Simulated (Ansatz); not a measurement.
Take Ga$_{2}$O$_{3}$ in the corundum structure (space group R-3c, No. 167; a = 4.985 Å, c = 13.441 Å (hexagonal axes)) as the base. Axes: x lies along a and z along c of the hexagonal cell.

The change: uniaxial stress, 2 GPa compression along z, with the cell and atoms free to relax against it.

Computed with r2SCAN (Ansatz, an electronic-structure program), scalar-relativistic without spin-orbit coupling, earlier PAW set.

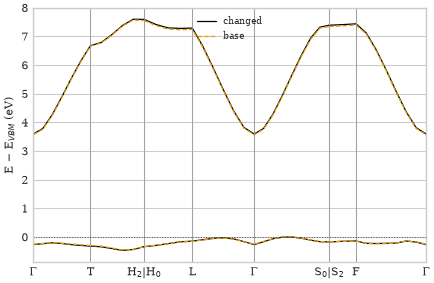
*Highest valence and lowest conduction band along the path, each from its own valence-band maximum*

### Question
Read the changed gap and its character from the plot.

### Answer
About 3.6 eV, indirect, Γ–S₀ (50 % along) → Γ.

Load acts through the strain it causes; cell and atoms are relaxed under it. Beyond what the load breaks, stability against distortions was not tested.
